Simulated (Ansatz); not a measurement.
**SiSe (SMILES [Si][Se]) at CCSDTQ/STO-3G**

What is the energy change on altering one bond length of SiSe at CCSDTQ/STO-3G? 

The results are computed with Ansatz 0.2.0.

48 further runs of the same task are left out: 13 that didn't finish, 35 set aside as unsound or not needed.

## Step 1: The system as given

The species is SiSe (2 atoms), meant as a singlet with charge 0. As SMILES, `[Si][Se]`. The shape comes from GFN2-xTB, which is rough for such elements, and wasn't checked as a minimum.

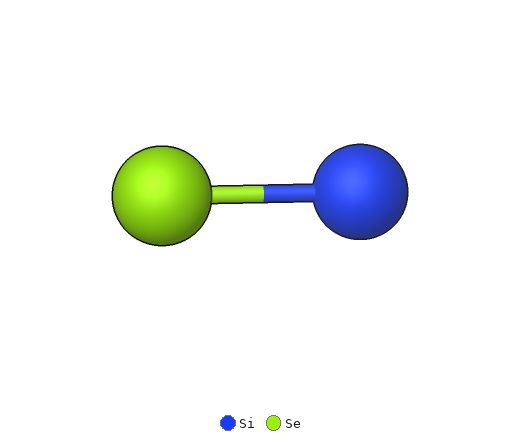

Viewed from a chosen angle; silicon blue, selenium green.

## Step 2: A single-point energy at CCSDTQ/STO-3G

File run.yaml:

```yaml
crystal:
  periodic: [false, false, false]
  atoms:
    - {symbol: Si, position_ang: [0.000000, 0.000000, 0.000000]}
    - {symbol: Se, position_ang: [0.000000, 0.000000, 2.124530]}
basis:
  gaussian:
    orbitals: STO-3G
correlation:
  method: ccsdtq
  frozen_orbitals: {Se: 9, Si: 5}
scf:
  omitted_lower_state_checks: [cluster_reference, increment]
accuracy: high
```

On the command line:

```console
$ ansatz run run.yaml --threads 1 --pin off --max-ram 2610MiB --events-out events.jsonl --progress --plain --runs-dir runs
```

The log of the run (excerpt; [...] marks lines left out):

```text
Warning: RAYON_NUM_THREADS=1 ignored (pool sized by the plan → 1); use --threads N
Functional definition: HF
  name "HF"
[...]
372 factors; integrals over basis functions are off by at most 2.4e-8 eV
[...]
mean field -72358.92160392 eV, -2659.1413223053 hartree, gradient 3.6e-8 eV, S^2 0.000000; 0 other end points of the search recorded, 0 dependent functions left out
14 core orbitals not correlated: weight in the atoms' cores, before any rotation towards them, 1.000 or more for the frozen orbitals, at most 0.000 for the correlated occupied ones
reference -72358.92160392 eV, -2659.1413223053 hartree; 10, 10 occupied and 3, 3 virtual orbitals, 372 factors
second order -2.15596234 eV of doubles, -0.00000000 eV of singles
cycle   1  -1.93853596 eV  change    2.2e-1 eV  update   2.0e-1
[...]
cycle  34  -2.57186583 eV  change   3.3e-11 eV  update   2.0e-9
Total energy: -72361.49346975 eV, -2659.2358366314 hartree
Checks for a lower state left out: cluster_reference, increment
```

Wall time 19 s (1 thread of Arm Neoverse V1, shared host); peak memory 0.64 GiB.

## Step 3: The distorted shape

File in.yaml:

```yaml
crystal:
  periodic: [false, false, false]
  atoms:
    - {symbol: Si, position_ang: [0.000000, 0.000000, -0.531170]}
    - {symbol: Se, position_ang: [0.000000, 0.000000, 2.124530]}
basis:
  gaussian: {orbitals: STO-3G}
correlation: {method: ccsdtq, frozen_orbitals: {Se: 9, Si: 5}}
accuracy: high
scf: {omitted_lower_state_checks: [cluster_reference, increment]}
```

On the command line:

```console
$ ansatz run in.yaml --threads 1 --pin off --max-ram 2610MiB --events-out events.jsonl --progress --plain --runs-dir runs
```

The log of the run (excerpt; [...] marks lines left out):

```text
Warning: RAYON_NUM_THREADS=1 ignored (pool sized by the plan → 1); use --threads N
Functional definition: HF
  name "HF"
[...]
354 factors; integrals over basis functions are off by at most 1.1e-8 eV
[...]
mean field -72355.16683040 eV, -2659.0033369236 hartree, gradient 1.5e-8 eV, S^2 0.000000; 6 other end points of the search recorded, 0 dependent functions left out; unrestricted orbitals would lower it
14 core orbitals not correlated: weight in the atoms' cores, before any rotation towards them, 1.000 or more for the frozen orbitals, at most 0.000 for the correlated occupied ones
reference -72355.16683040 eV, -2659.0033369236 hartree; 10, 10 occupied and 3, 3 virtual orbitals, 354 factors
second order -2.27002229 eV of doubles, -0.00000000 eV of singles
cycle   1  -1.97048514 eV  change    3.0e-1 eV  update   3.7e-1
[...]
cycle  46  -3.80969034 eV  change   3.7e-11 eV  update   1.3e-9
Total energy: -72358.97652074 eV, -2659.1433404614 hartree
Checks for a lower state left out: cluster_reference, increment
```

It took 21 s on 1 thread of Arm Neoverse V1, shared host; peak memory 0.64 GiB.

## Step 4: What came out

At CCSDTQ/STO-3G, 14 core orbitals frozen:

| quantity | value |
| --- | --- |
| first shape: total energy | -2659.23584 Eh |
| first shape: correlation energy (14 core orbitals frozen) | -94.5 mEh |
| first shape: T1 diagnostic | 0.025 |
| distorted shape: total energy | -2659.14334 Eh |
| distorted shape: correlation energy (14 core orbitals frozen) | -140.0 mEh |
| distorted shape: T1 diagnostic | 0.107 |
| energy change with the Si1–Se2 bond stretched from 2.125 to 2.656 Å | 2.517 eV |

With the Si1–Se2 bond stretched from 2.125 to 2.656 Å the energy rises by 2.52 eV (243 kJ/mol). The first shape isn't relaxed at this level, so the change isn't measured from a minimum. The minimal basis adds a large error of its own. The restricted solution (distorted shape) is unstable to spin breaking: an unrestricted one lies lower.
